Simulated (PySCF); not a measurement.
SMILES CC([NH3+])C (charge +1) at its PBE0/def2-SVP optimised geometry (Å):

```
14

C      0.5743    -1.3615    -1.2609
C      0.1696     0.0972    -1.2167
C      0.6628     0.8521     0.0000
N     -1.3475     0.1807    -1.2571
H      0.2437    -1.9044    -0.3608
H      0.1885    -1.8767    -2.1541
H      1.6705    -1.4280    -1.2981
H      0.4931     0.6086    -2.1373
H      0.3393     1.9044     0.0000
H      1.7616     0.8521     0.0000
H      0.3353     0.3745     0.9374
H     -1.7616    -0.2732    -0.4312
H     -1.7346    -0.2873    -2.0867
H     -1.6769     1.1547    -1.2653
```

Level of theory: PBE0/def2-TZVP (PySCF).

Map of the electron localisation function on the plane z = 1.0 Å:

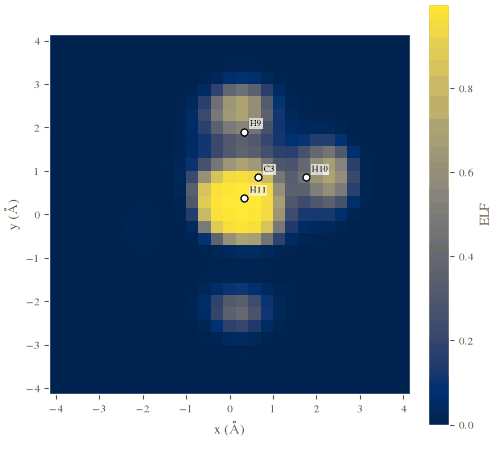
Fig. 1. Electron localisation function on the plane z = 1.0 Å.
